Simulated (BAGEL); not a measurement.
# UHF/STO-3G (density fitting with qzvpp-jkfit) run of GeCNClF (SMILES N#[C][Ge]([F])[Cl])

What is the vertical ionisation energy of GeCNClF at UHF/STO-3G (density fitting with qzvpp-jkfit)? 

Program for the calculation: BAGEL 1.2.2.

7 further runs of the same task are left out: 6 that didn't finish, 1 set aside as unsound or not needed.

**1. The structure to begin with**

The species is GeCNClF (5 atoms), meant as a doublet with charge 0. As SMILES, `N#[C][Ge]([F])[Cl]`. Geometry: relaxed at PBE0-D4/def2-TZVP.

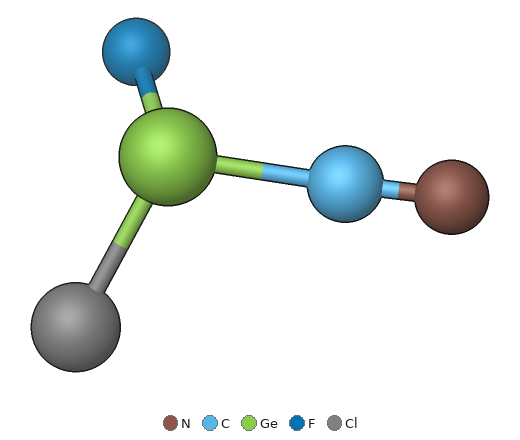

Viewed from a chosen angle; nitrogen brown, carbon blue, germanium green, fluorine blue, chlorine grey.

**2. A single-point energy at UHF/STO-3G (density fitting with qzvpp-jkfit)**

File calc.json:

```json
{ "bagel": [

{
  "title": "molecule",
  "basis": "sto-3g",
  "df_basis": "qzvpp-jkfit",
  "angstrom": true,
  "geometry": [
    { "atom": "N", "xyz": [    1.169800,   -1.332900,    1.557000 ] },
    { "atom": "C", "xyz": [    0.647700,   -0.755000,    0.707300 ] },
    { "atom": "Ge", "xyz": [   -0.063200,    0.127200,   -0.853400 ] },
    { "atom": "F", "xyz": [   -1.722100,   -0.343000,   -0.913400 ] },
    { "atom": "Cl", "xyz": [    0.017500,    2.230100,   -0.539000 ] }
  ]
},
{
  "title": "uhf",
  "nopen": 1
},
{
  "title": "print",
  "file": "orbitals.molden",
  "orbitals": true
}

]}
```

Command:

```
BAGEL_NUM_THREADS=1 BAGEL calc.json > calc.out
```

Output:

```text
* using 1 threads per process

  ===============================================================
  ===============================================================

  *** Geometry ***

  { "atom" : "N", "xyz" : [      2.210602,     -2.518816,      2.942304 ] },
  { "atom" : "C", "xyz" : [      1.223976,     -1.426743,      1.336603 ] },
  { "atom" : "Ge", "xyz" : [     -0.119431,      0.240373,     -1.612692 ] },
  { "atom" : "F", "xyz" : [     -3.254297,     -0.648176,     -1.726076 ] },
  { "atom" : "Cl", "xyz" : [      0.033070,      4.214278,     -1.018562 ] },

  Number of auxiliary basis functions:      623

  Since a DF basis is specified, we compute 2- and 3-index integrals:
    o Being stored without compression. Storage requirement is 0.009 GB

  Number of basis functions:       42
  Number of electrons      :       71

    * METHOD: MOLECULE                             0.33

  *** Open-shell HF ***

  === Nuclear Repulsion ===
   409.3918106129

      * DIIS with orbital gradients will be used.

  === UHF iteration (sto-3g) ===
      0      -2695.35840686          0.03772275           0.16
      1      -2695.44438829          0.03308894           0.16
      2      -2695.46493755          0.03100180           0.16
      3      -2695.54901614          0.00129517           0.11
      4      -2695.54989743          0.00053077           0.13
      5      -2695.55014973          0.00012934           0.16
      6      -2695.55020562          0.00005012           0.16
      7      -2695.55023663          0.00002672           0.16
      8      -2695.55026522          0.00002110           0.16
      9      -2695.55028532          0.00001963           0.16
     10      -2695.55030638          0.00001848           0.12
     11      -2695.55037679          0.00001546           0.11
     12      -2695.55044731          0.00001282           0.16
     13      -2695.55054427          0.00000952           0.16
     14      -2695.55064197          0.00000626           0.16
     15      -2695.55070080          0.00000414           0.16
     16      -2695.55073058          0.00000367           0.16
     17      -2695.55075575          0.00000270           0.14
     18      -2695.55077208          0.00000261           0.11
     19      -2695.55077538          0.00000146           0.14
     20      -2695.55077581          0.00000122           0.16
     21      -2695.55077595          0.00000076           0.16
     22      -2695.55077602          0.00000041           0.16
     23      -2695.55077605          0.00000016           0.16
     24      -2695.55077608          0.00000010           0.16
     25      -2695.55077608          0.00000004           0.12
     26      -2695.55077608          0.00000003           0.15
     27      -2695.55077608          0.00000001           0.11
     28      -2695.55077608          0.00000001           0.11
    * SCF iteration converged.

    * S^2 (UHF) is 0.8331

    * Permanent dipole moment:
           (    0.070768,     0.357395,     1.226921) a.u.

    * METHOD: UHF                                  4.37

    * METHOD: PRINT                                0.00

  ===============================================================
```

Wall time 5.1 s (1 thread of Arm Neoverse V2, shared host); peak memory 0.094 GiB.

**3. The singlet cation at the same level**

File input.json:

```json
{ "bagel" : [

{
  "title" : "molecule",
  "basis" : "sto-3g",
  "df_basis" : "qzvpp-jkfit",
  "angstrom" : true,
  "geometry" : [
    { "atom" : "N", "xyz" : [       1.169800,      -1.332900,       1.557000 ] },
    { "atom" : "C", "xyz" : [       0.647700,      -0.755000,       0.707300 ] },
    { "atom" : "Ge", "xyz" : [      -0.063200,       0.127200,      -0.853400 ] },
    { "atom" : "F", "xyz" : [      -1.722100,      -0.343000,      -0.913400 ] },
    { "atom" : "Cl", "xyz" : [       0.017500,       2.230100,      -0.539000 ] }
  ]
},

{
  "title" : "hf",
  "charge" : 1
},

{
  "title" : "print",
  "file" : "orbitals.molden",
  "orbitals" : true
}

]}
```

Command:

```
BAGEL_NUM_THREADS=1 BAGEL input.json > input.out
```

Output:

```text
* using 1 threads per process

  ===============================================================
  ===============================================================

  *** Geometry ***

  { "atom" : "N", "xyz" : [      2.210602,     -2.518816,      2.942304 ] },
  { "atom" : "C", "xyz" : [      1.223976,     -1.426743,      1.336603 ] },
  { "atom" : "Ge", "xyz" : [     -0.119431,      0.240373,     -1.612692 ] },
  { "atom" : "F", "xyz" : [     -3.254297,     -0.648176,     -1.726076 ] },
  { "atom" : "Cl", "xyz" : [      0.033070,      4.214278,     -1.018562 ] },

  Number of auxiliary basis functions:      623

  Since a DF basis is specified, we compute 2- and 3-index integrals:
    o Being stored without compression. Storage requirement is 0.009 GB

  Number of basis functions:       42
  Number of electrons      :       71

    * METHOD: MOLECULE                             0.28

  *** RHF ***

  === Nuclear Repulsion ===
   409.3918106129

      * DIIS with orbital gradients will be used.

  === RHF iteration (sto-3g) ===
      0      -2694.96613716          0.02367291           0.06
      1      -2695.05180835          0.02276933           0.05
      2      -2695.24748963          0.00230544           0.05
      3      -2695.25175913          0.00086879           0.05
      4      -2695.25296249          0.00029468           0.05
      5      -2695.25310839          0.00012275           0.05
      6      -2695.25313572          0.00005034           0.05
      7      -2695.25314067          0.00002131           0.05
      8      -2695.25314135          0.00001090           0.05
      9      -2695.25314148          0.00000626           0.05
     10      -2695.25314154          0.00000265           0.05
     11      -2695.25314155          0.00000081           0.05
     12      -2695.25314155          0.00000031           0.05
     13      -2695.25314155          0.00000016           0.05
     14      -2695.25314155          0.00000008           0.05
     15      -2695.25314155          0.00000003           0.05
     16      -2695.25314155          0.00000002           0.05
     17      -2695.25314155          0.00000001           0.05
    * SCF iteration converged.

    * Permanent dipole moment:
           (   -0.256055,     0.519245,     1.709446) a.u.

    * METHOD: HF                                   1.09

    * METHOD: PRINT                                0.00

  ===============================================================
```

It took 1.5 s on 1 thread of Arm Neoverse V2, shared host; peak memory 0.095 GiB.

**4. What came out**

At UHF/STO-3G (density fitting with qzvpp-jkfit):

| quantity | value |
| --- | --- |
| doublet GeCNClF: total energy | -2695.55078 Eh |
| doublet GeCNClF: dipole moment | 3.25 D |
| doublet GeCNClF: ⟨S²⟩ | 0.833 |
| singlet cation: total energy | -2695.25314 Eh |
| singlet cation: HOMO energy | -17.70 eV |
| singlet cation: LUMO energy | -7.45 eV |
| singlet cation: HOMO–LUMO gap | 10.25 eV |
| vertical ionisation energy (to the singlet cation) | 8.099 eV |

What this shows: Removing an electron at fixed nuclei costs 8.10 eV (187 kcal/mol). Only the singlet of the ionised species was computed; a triplet could lie lower. In a minimal basis such a difference can be off by several eV, whatever the method.
